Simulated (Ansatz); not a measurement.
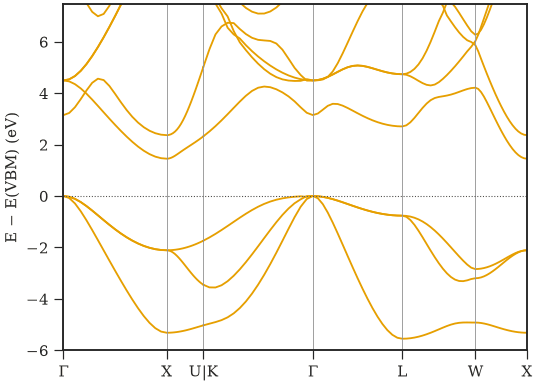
Band structure from PBEsol in the plane-wave PAW code Ansatz

Problem. Read off the gap and where the band edges lie.

Solution. About 1.5 eV (1.45 eV by a search for the band edges); maximum at Γ, minimum at X.

Problem. Which of these materials gives this?
A) AlP, zinc blende
B) MgSe, rock salt
C) TeO2, fluorite
D) CuCl, zinc blende

Solution. A, AlP, zinc blende

Space group F-43m (zinc blende). Symmetry was held in the PBEsol relaxation.

Potentials: the later of the program's two PAW sets.
